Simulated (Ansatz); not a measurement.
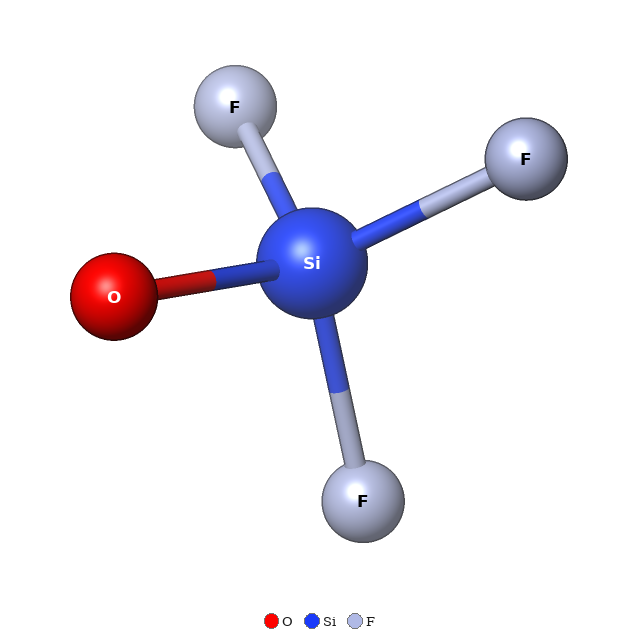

Distant atoms are faded towards the background colour. The species is neutral and a spin doublet. The computed structure is the end point of a PBE0-D4/def2-TZVP optimisation.

Question: Which symmetry elements does this geometry have?

Answer: It has 1 mirror plane, so the point group is Cs. The group has 2 operations. The geometry is achiral, and symmetry allows a dipole moment.
